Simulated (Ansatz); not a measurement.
Cl₂GaH₄NS

```yaml
atoms:
  - { symbol: Ga, position_ang: [-0.2240, 0.7130, 0.1038] }
  - { symbol: N, position_ang: [-0.0849, 0.1488, 2.1272] }
  - { symbol: H, position_ang: [-0.7855, -0.5664, 2.3376] }
  - { symbol: H, position_ang: [0.8444, -0.2367, 2.3129] }
  - { symbol: Cl, position_ang: [1.7794, 0.0802, -0.5024] }
  - { symbol: Cl, position_ang: [-1.8829, -0.6012, -0.4647] }
  - { symbol: S, position_ang: [-0.6274, 2.9118, 0.1625] }
  - { symbol: H, position_ang: [-1.9617, 2.7387, 0.0150] }
  - { symbol: H, position_ang: [-0.2386, 0.9536, 2.7393] }
```

Method: Ansatz, RKS B3LYP-D4/def2-SVP.

**What will maps of the electron density and electron localisation function show?**

Ga–N (2.11 Å): the density is about 0.51 e/Å³ at the midpoint; the ELF peaks at about 0.95 in the valence shell of N, 0.7 Å from its nucleus, and is about 0.35 at the midpoint.
Ga–Cl (2.19 Å): ρ is about 0.63 e/Å³ halfway; the ELF peaks at about 0.85 in the valence shell of Cl, 0.8 Å from its nucleus, and is about 0.55 at the midpoint.
N–H (1.02 Å): ρ at the midpoint is about 2.8 e/Å³; the ELF climbs to about 1 towards the hydrogen, as it does in any bond to H; a covalent bond by its length.

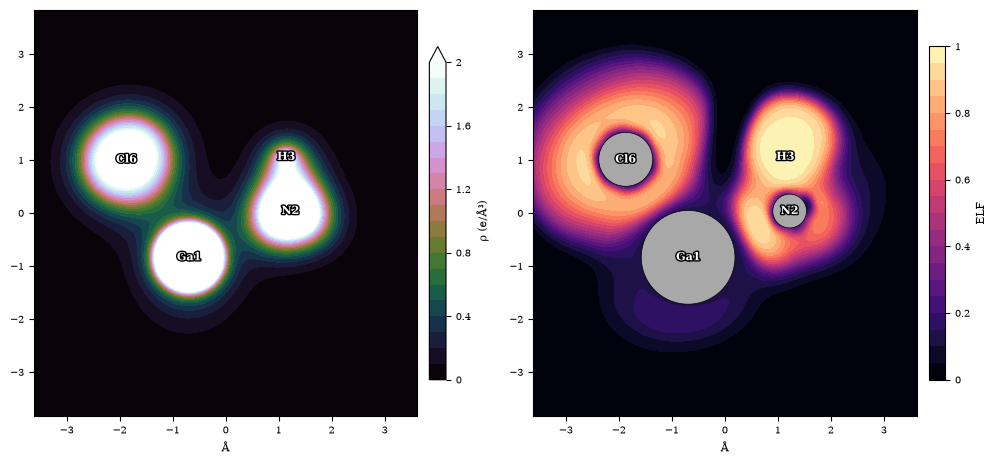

Computed electron density and electron localisation function on the plane of atoms N2, Ga1 and Cl6, in this order. Grey discs cover the atomic cores in the ELF map. 
